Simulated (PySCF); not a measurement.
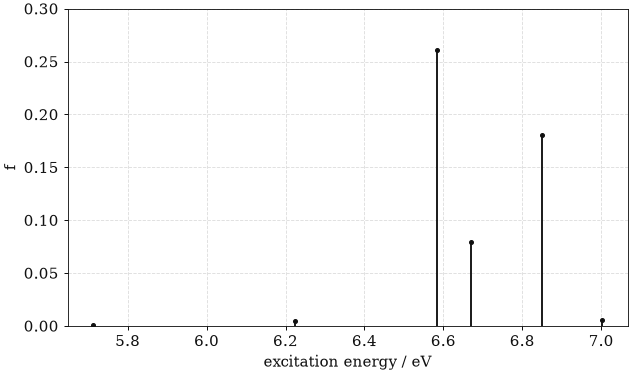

Computed absorption of C₃H₉ClSi₂, SMILES [SiH3]/C=C/[SiH2]CCl. Vertical TDDFT excitations, PBE0/def2-SVPD with PySCF, at a GFN2-xTB geometry (no frequency check), gas phase. The lowest 6 singlet states are shown.

Does any vertical transition fall in the visible?

No singlet lies below 3.1 eV (beyond 400 nm), so at this level no vertical transition falls in the visible.

Which of the computed transitions is the brightest, and what character does the calculation give it?

S3 at 6.58 eV (188 nm), f = 0.261, mixed, the largest part being HOMO−1 → LUMO (43 %).

Where is the lowest singlet, and is it bright?

S1 lies at 5.71 eV (217 nm) with f = 0.001, mixed, the largest part being HOMO → LUMO (44 %); it is dark or nearly so.

Note: the tight-binding geometry is rougher than a DFT one and adds to the error; one conformer of a flexible molecule; core orbitals are frozen in the response.
